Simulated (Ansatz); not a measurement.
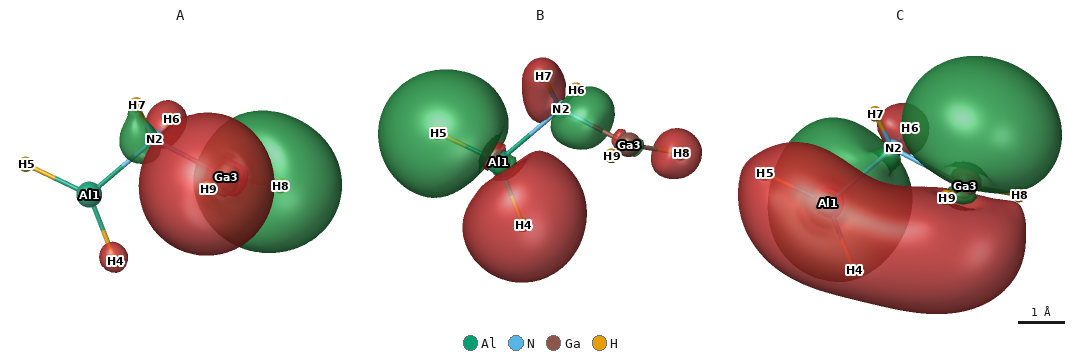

Figure 1: AlGaH$_{6}$N (SMILES [AlH2][NH2+][GaH2]) (charge +1). Three frontier orbitals at ±0.06 Å⁻³ᐟ² (green and red are the two phases), in no order.

Method: Ansatz 0.2.0, RHF/def2-TZVP.

Input

```
crystal:
  periodic: [false, false, false]
  atoms:
    - { symbol: Al, position_ang: [-0.91265, 0.86738, -1.15957] }
    - { symbol: "N", position_ang: [0.39752, 0.57108, 0.2044] }
    - { symbol: Ga, position_ang: [0.51177, -1.42661, 0.94856] }
    - { symbol: H, position_ang: [-1.65267, -0.41188, -1.57744] }
    - { symbol: H, position_ang: [-1.0642, 2.30206, -1.64264] }
    - { symbol: H, position_ang: [1.34246, 0.82285, -0.11965] }
    - { symbol: H, position_ang: [0.25704, 1.19503, 1.01287] }
    - { symbol: H, position_ang: [-0.3429, -2.44933, 0.1554] }
    - { symbol: H, position_ang: [1.46361, -1.47058, 2.17806] }
total_charge: 1
basis:
  gaussian: { orbitals: def2-TZVP }
hamiltonian:
  xc: hf
relax:
  f_tol: 0.015
  max_steps: 40
output:
  orbitals: {}
```

Launched as:

```sh
ansatz run input.yaml --threads 2 --pin off --max-ram 3072MiB --backend cpu --events-out ev --progress --plain --runs-dir out
```

The fields are those of the run's last geometry, not of the input's.

Order the three orbitals by energy and name them.

Answer. A is the HOMO−1 (−17.02 eV). Its weight (Hirshfeld) is mainly on Ga3 (about 40 %), H9 (about 30 %) and H8 (about 30 %). B is the HOMO (−16.72 eV). Its weight (Hirshfeld) is mainly on Al1 (about 35 %), H5 (about 30 %) and H4 (about 25 %). C is the LUMO (−3.58 eV). By Hirshfeld shares it lies mainly on Ga3 (about 45 %) and Al1 (about 40 %).

What is the HOMO–LUMO gap?

Answer. 13.14 eV between the orbital energies.
